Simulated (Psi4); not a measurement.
**NbCl3F2 (SMILES [F][Nb]([F])([Cl])([Cl])[Cl]), step by step**

We compute a geometry optimisation (PBE-D4/def2-SVP), then a geometry optimisation (PBE0-D4/def2-TZVP) of NbCl3F2. 

The results are computed with Psi4 1.11.

### 1 The structure to begin with

The species is NbCl3F2 (6 atoms), meant as a singlet with charge 0. As SMILES, `[F][Nb]([F])([Cl])([Cl])[Cl]`. Geometry: a GFN2-xTB, rattled relaxation, a rough one for these elements and not checked as a minimum. The run starts from this shape.

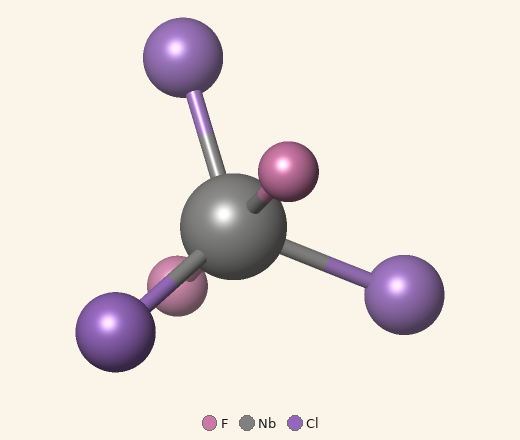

Viewed from a chosen angle; fluorine pink, niobium grey, chlorine purple.

### 2 A structure relaxation at PBE-D4/def2-SVP (density fitting, core potential) (run 1)

Input file job.inp:

```
memory 3300 MB

molecule geom {
  0 1
  F     -1.259806     0.443089    -1.125585
  Nb     0.018938    -0.026728     0.029460
  F      1.230547    -0.498394     1.144828
  Cl    -0.171814    -2.206396    -0.640992
  Cl     1.464756     1.343210    -1.009987
  Cl    -1.285632     0.737994     1.714130
  symmetry c1
}

set {
  scf_type                df
  geom_maxiter            40
  max_force_g_convergence 0.0005
  opt_coordinates         both
}

opt('pbe-d4/def2-SVP')
```

Run with:

```console
$ psi4 -i job.inp -o job.out -n 2
```

job.out:

```text
[...]
    !!!  WARNING: ECP capability is in beta. Please check occupations closely.  !!!
[...]
  Running in c1 symmetry.
[...]
  Nuclear repulsion =  524.445894852668175
[...]
  Multiplicity = 1
[...]
  Nalpha       = 41
  Nbeta        = 41
[...]
    Number of basis functions: 113
[...]
   @DF-RKS iter   1: -1635.75340146212443   -1.59185e-02   9.04154e-03 ADIIS/DIIS
[...]
    !!!  WARNING: ECP capability is in beta. Please check occupations closely.  !!!
[...]
   @DF-RKS iter   9: -1636.27070404394703   -5.22959e-12   3.45313e-09 DIIS
[...]
    Orbital Energies [Eh]
    ---------------------
    Doubly Occupied:
       1A   -100.678043     2A   -100.677635     3A   -100.677540
       4A    -24.281628     5A    -24.281455     6A     -9.214079
       7A     -9.213682     8A     -9.213574     9A     -7.040523
      10A     -7.040132    11A     -7.040023    12A     -7.036913
      13A     -7.036527    14A     -7.036415    15A     -7.035274
      16A     -7.034856    17A     -7.034755    18A     -2.364270
      19A     -1.474401    20A     -1.460639    21A     -1.460611
      22A     -1.064733    23A     -1.029462    24A     -0.776327
      25A     -0.767248    26A     -0.766975    27A     -0.456573
      28A     -0.423778    29A     -0.423732    30A     -0.393547
      31A     -0.391161    32A     -0.390976    33A     -0.381485
      34A     -0.381134    35A     -0.378110    36A     -0.333232
[...]
  @DF-RKS Final Energy: -1636.27070404394703
   => Energetics <=
    Nuclear Repulsion Energy =            510.3181711953781132
    One-Electron Energy =               -3297.5047132675290413
    Two-Electron Energy =                1262.6441484920019320
    DFT Exchange-Correlation Energy =    -111.7205143176852857
    Empirical Dispersion Energy =          -0.0077961461126820
    VV10 Nonlocal Energy =                  0.0000000000000000
    Total Energy =                      -1636.2707040439470347
[...]
 Multipole Moments:
 ------------------------------------------------------------------------------------
     Multipole            Electronic (a.u.)      Nuclear  (a.u.)        Total (a.u.)
 ------------------------------------------------------------------------------------
 L = 1.  Multiply by 2.5417464519 to convert [e a0] to [Debye]
 Dipole X            :          0.0133229           -0.0068861            0.0064368
 Dipole Y            :          0.0681996           -0.0635173            0.0046823
 Dipole Z            :         -0.0526664            0.0489754           -0.0036910
 Magnitude           :                                                    0.0087738
[...]
  -Total Gradient:
     Atom            X                  Y                   Z
    ------   -----------------  -----------------  -----------------
       1       -0.000075492166     0.000079518665     0.000287850168
       2        0.000448972287     0.000015439173    -0.000016288964
       3       -0.000470765932    -0.000154623783    -0.000530083976
       4        0.000185695812     0.000054542718     0.000335797709
       5        0.000031200560     0.000293270608     0.000174871609
       6       -0.000091524950     0.000114332462    -0.000141286198
[...]
    Final optimized geometry and variables:
    Molecular point group: c1
    Full point group: C1
    Geometry (in Angstrom), charge = 0, multiplicity = 1:
    F           -1.341127369474     0.495626212162    -1.227200775570
    NB           0.000170329798     0.001083353745    -0.000825089744
    F            1.333352906277    -0.500860704795     1.229841723984
    CL          -0.182397234551    -2.177367757248    -0.672633297442
    CL           1.480675169285     1.397710717211    -1.043746174737
    CL          -1.294506645363     0.779622624675     1.717136783067
    Psi4 run time: 0:00:34.21
[...]
```

On the terminal:

```text
Optimizer: Optimization complete!
```

Wall time 36 s (2 threads of AMD EPYC 7R43 (Zen 3), shared host); peak memory 0.68 GiB.

Step by step:

```csv
step,energy from the first frame kept (eV),largest force (eV/Å)
0,0.0000,7.5085
1,-0.7460,0.7611
2,-0.7603,0.2657
3,-0.7619,0.1008
4,-0.7621,0.0373
```

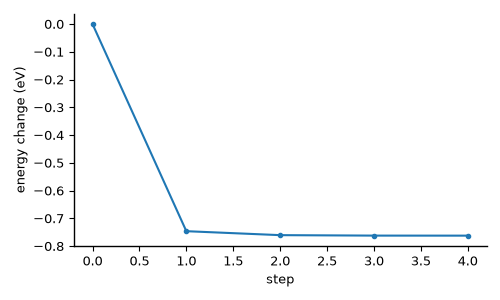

Energy along the run.

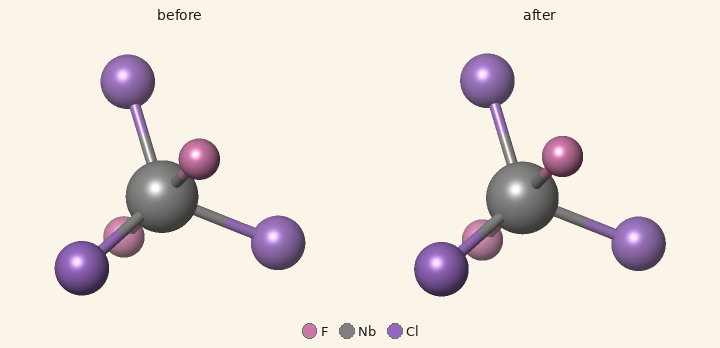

Before and after, at one scale.

After the run. Bond lengths: F1–Nb2 1.884 Å, Nb2–F3 1.883 Å, Nb2–Cl4 2.287 Å, Nb2–Cl5 2.287 Å, Nb2–Cl6 2.288 Å. Angles: F1–Nb2–F3 179.6°, F1–Nb2–Cl4 90.1°, F1–Nb2–Cl5 90.2°, F1–Nb2–Cl6 89.8°, F3–Nb2–Cl4 89.7°, F3–Nb2–Cl5 90.1°, F3–Nb2–Cl6 90.0°, Cl4–Nb2–Cl5 120.0°, Cl4–Nb2–Cl6 120.0°, Cl5–Nb2–Cl6 120.1°.

### 3 A geometry optimisation at PBE0-D4/def2-TZVP (density fitting) (run 2)

Input file cl3f2nb.dat:

```
memory 3300 mb

molecule {
  F     -1.334939     0.462075    -1.204679
  Nb     0.006358    -0.032468     0.021697
  F      1.339541    -0.534412     1.252364
  Cl    -0.176209    -2.210919    -0.650111
  Cl     1.486863     1.364159    -1.021224
  Cl    -1.288319     0.746071     1.739659
  symmetry c1
}

set basis def2-TZVP
set scf_type df
set geom_maxiter 80
set max_force_g_convergence 0.0002

e, wfn = opt('pbe0-d4', return_wfn=True)
print_variables()
```

Run with:

```console
$ psi4 -i cl3f2nb.dat -o cl3f2nb.out -n 2
```

cl3f2nb.out:

```text
Psi4 1.11 release

gradient() will perform analytic gradient computation.

   => Loading Basis Set <=

    Name: DEF2-TZVP
    Role: ORBITAL
    Keyword: BASIS

    !!!  WARNING: ECP capability is in beta. Please check occupations closely.  !!!

   => PBE0-D4(BJ,EEQ)ATM: Empirical Dispersion <=

        a1 =       0.400856
        a2 =       5.029288
       alp =      16.000000
        s6 =       1.000000
        s8 =       1.200655
        s9 =       1.000000
        ga =       3.000000
        gc =       2.000000
        wf =       6.000000

         ---------------------------------------------------------
                                   SCF
                              RKS Reference
                        2 Threads,   3147 MiB Core
         ---------------------------------------------------------

  ==> Geometry <==

    Molecular point group: c1
    Full point group: C1

    Geometry (in Angstrom), charge = 0, multiplicity = 1:

       Center              X                  Y                   Z               Mass
    ------------   -----------------  -----------------  -----------------  -----------------
         F           -1.341126864470     0.495626415239    -1.227201141705    18.998403162730
         NB           0.000170135530     0.001083415239    -0.000825141705    92.906373000000
         F            1.333353135530    -0.500860584761     1.229841858295    18.998403162730
         CL          -0.182396864470    -2.177367584761    -0.672633141705    34.968852682000
         CL           1.480675135530     1.397710415239    -1.043746141705    34.968852682000
         CL          -1.294506864470     0.779622415239     1.717136858295    34.968852682000

  Running in c1 symmetry.

  Rotational constants: A =      0.04123  B =      0.04118  C =      0.03072 [cm^-1]
  Rotational constants: A =   1235.92350  B =   1234.59164  C =    920.86302 [MHz]
  Nuclear repulsion =  510.318184248616319

[... 138 lines left out ...]
   @DF-RKS iter SAD: -1636.42479066055557   -1.63642e+03   0.00000e+00
[... 3 lines left out ...]
   @DF-RKS iter   4: -1637.02501358361428   -8.73116e-02   1.19944e-03 DIIS/ADIIS
[... 3 lines left out ...]
   @DF-RKS iter   8: -1637.04975826972304   -8.56505e-06   1.09019e-05 DIIS
[... 3 lines left out ...]
   @DF-RKS iter  12: -1637.04976039176131   -2.39970e-09   5.36870e-08 DIIS
[... 29 lines left out ...]
    Final Occupation by Irrep:
[... 11 lines left out ...]
    Two-Electron Energy =                1236.0077519467367893
[... 3 lines left out ...]
    Total Energy =                      -1637.0497603918199729
[... 97 lines left out ...]
    Weights Tolerance      =       1.00E-15
[... 23 lines left out ...]
	  Convergence Criteria              o    2.00e-04 *             o             o             o
[... 79 lines left out ...]
   @DF-RKS iter   2: -1637.05042546165009    1.25694e-08   9.06091e-07 DIIS
[... 3 lines left out ...]
   @DF-RKS iter   6: -1637.05042547920516   -1.36424e-12   5.77009e-09 DIIS
[... 37 lines left out ...]
    Nuclear Repulsion Energy =            515.2725621259669424
[... 3 lines left out ...]
    Empirical Dispersion Energy =          -0.0068759134094077
[... 17 lines left out ...]
 Dipole Y            :          0.9921050           -0.9806479            0.0114571
[... 96 lines left out ...]
	Measures of convergence in internal coordinates in au.
[... 3 lines left out ...]
	----------------------------------------------------------------------------------------------
	   Step    Total Energy     Delta E     Max Force     RMS Force      Max Disp      RMS Disp
	----------------------------------------------------------------------------------------------
	  Convergence Criteria              o    2.00e-04 *             o             o             o
	----------------------------------------------------------------------------------------------
	    80   -1637.05042548   -6.29e-06 o    2.04e-02      9.14e-03 o    2.75e-04 o    1.02e-04 o  ~
	----------------------------------------------------------------------------------------------

Next Geometry in Ang
	Fragment 1 (Ang)

	    F  -1.3509688794   0.5240681925  -1.2034672758
	   Nb   0.0063074294   0.0156204219   0.0001463699
	    F   1.3186867222  -0.4570631561   1.2651550568
	   Cl  -0.1801809925  -2.1342635496  -0.6746190413
	   Cl   1.4782555484   1.3329551248  -1.0685579341
	   Cl  -1.2973069009   0.7234379775   1.7092710246

    Structure for next step:
    Molecular point group: c1
    Full point group: C1

    Geometry (in Angstrom), charge = 0, multiplicity = 1:

    F           -1.350966907334     0.524063166251    -1.203466918893
    NB           0.006309401479     0.015615395654     0.000146726861
    F            1.318688694312    -0.457068182373     1.265155413737
    CL          -0.180179020380    -2.134268575864    -0.674618684398
    CL           1.478257520435     1.332950098558    -1.068557577150
    CL          -1.297304928860     0.723432951248     1.709271381489

PsiException: Could not converge geometry optimization in 80 iterations.

psi4.driver.p4util.exceptions.OptimizationConvergenceError: Could not converge geometry optimization in 80 iterations.

Printing out the relevant lines from the Psithon --> Python processed input file:
    core.IO.set_default_namespace("")
    core.set_global_option("BASIS", "def2-TZVP")
    core.set_global_option("SCF_TYPE", "df")
    core.set_global_option("GEOM_MAXITER", 80)
    core.set_global_option("MAX_FORCE_G_CONVERGENCE", 0.0002)
--> e, wfn = opt('pbe0-d4', return_wfn=True)
    print_variables()

!-------------------------------------------------------------!
!                                                             !
!  Could not converge geometry optimization in 80 iterations. !
!                                                             !
!-------------------------------------------------------------!

    Psi4 run time: 0:17:27.10

[set-up sections that repeat, and orbital energies of the middle runs, are left out above]
```

Wall time 17 min (2 threads of AMD EPYC 7R43 (Zen 3), shared host); peak memory 1.2 GiB.

The run stopped without converging.

### 4 Summary of results

```
                                       quantity                      value
run 1, PBE-D4/def2-SVP: total energy at the end             -1636.27070 Eh
          run 1, PBE-D4/def2-SVP: dipole moment                     0.02 D
            run 1, PBE-D4/def2-SVP: HOMO energy                   -8.54 eV
            run 1, PBE-D4/def2-SVP: LUMO energy                   -4.43 eV
          run 1, PBE-D4/def2-SVP: HOMO–LUMO gap                    4.11 eV
      run 1, PBE-D4/def2-SVP: dispersion energy              -20.47 kJ/mol
                       run 2, PBE0-D4/def2-TZVP  no result (not converged)
```

The optimisation (run 1, PBE-D4/def2-SVP) took 5 steps and changed the energy by -0.762 eV. 1 of the 2 runs did not end normally.
